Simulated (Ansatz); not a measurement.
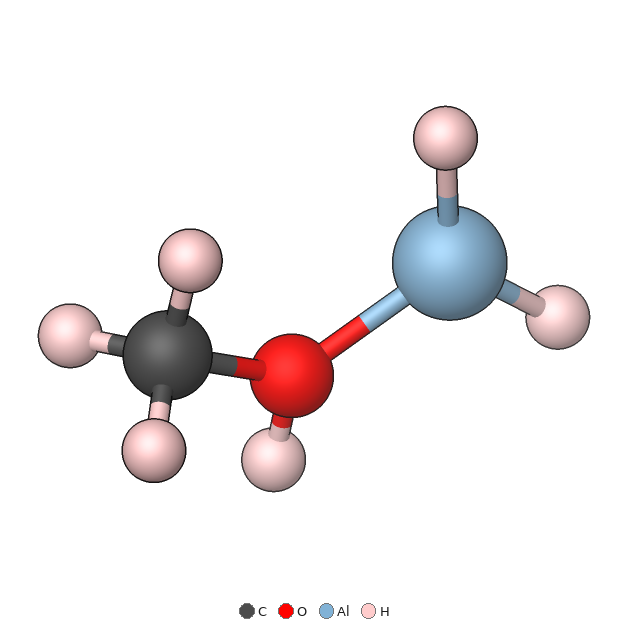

The structure as it stands in the input.

Ansatz 0.2.0 input:

```yaml
crystal:
  periodic: [false, false, false]
  atoms:
    - {symbol: C, position_ang: [-0.351040, 1.047330, -0.583300]}
    - {symbol: O, position_ang: [0.368350, -0.215120, -0.408270]}
    - {symbol: Al, position_ang: [0.240730, -1.269040, 1.037310]}
    - {symbol: H, position_ang: [-0.956850, 1.207730, 0.313840]}
    - {symbol: H, position_ang: [-1.001240, 0.983970, -1.456680]}
    - {symbol: H, position_ang: [0.360790, 1.866200, -0.694250]}
    - {symbol: H, position_ang: [0.915020, -0.376220, -1.198830]}
    - {symbol: H, position_ang: [1.102560, -2.507210, 0.867940]}
    - {symbol: H, position_ang: [-0.678320, -0.737630, 2.122240]}
basis:
  gaussian: {orbitals: pcseg-2}
total_charge: 1
hamiltonian: {xc: {name: B3LYP}, dispersion: d4}
md: {n_steps: 30, timestep: 0.75, temperature: 300, ensemble: nvt_langevin, seed: 300, friction: 0.01, initial_velocities: maxwell_boltzmann}
```

It was started with:

```sh
ansatz run in.yaml --threads 2 --pin off --events-out ev --progress --plain --max-ram 3481MiB
```

Output (its end):

```
mean field -9774.38142511 eV, -359.2018920591 hartree, gradient 1.3e-5 eV, S^2 0.000000; 1 other end points of the search recorded, 0 dependent functions left out
the calculation of the forces begins
reference -9774.38169255 eV, -359.2019018875 hartree; 16, 16 occupied and 162, 162 virtual orbitals, 900 factors
md step    30: t =    22.50 fs  T =   286.7 K  F+E_penalty+E_count = -9774.53944586 eV  E_kin = 0.333545 eV  (47 SCF iters, 3 dispersion substeps)
Total energy: -9774.53971330 eV, -359.2077090428 hartree
Atom 0 at    -0.418170     0.969119    -0.762674 Å, force     0.502808     1.102673    -0.379773 eV/Å
Atom 1 at     0.410563    -0.204325    -0.422187 Å, force     0.122475     0.033456    -0.347175 eV/Å
Atom 2 at     0.261056    -1.216475     1.154864 Å, force     0.252315    -0.052601    -0.685932 eV/Å
Atom 3 at    -0.880606     1.327615     0.143971 Å, force    -0.219539    -0.268267     0.214382 eV/Å
Atom 4 at    -1.143819     0.737578    -1.535039 Å, force     0.003316    -0.324542     0.104211 eV/Å
Atom 5 at     0.244158     1.775131    -1.108924 Å, force    -0.099289    -0.422497     0.037124 eV/Å
Atom 6 at     1.061334    -0.384705    -1.136160 Å, force    -0.481277    -0.032010     0.598576 eV/Å
Atom 7 at     1.285138    -2.374980     0.799874 Å, force    -0.342518     0.249268     0.436815 eV/Å
Atom 8 at    -0.844581    -0.450878     1.964439 Å, force     0.261708    -0.285479     0.021770 eV/Å
Dipole moment:     0.120446     0.002502    -0.107086 e Å
```

The run converged.
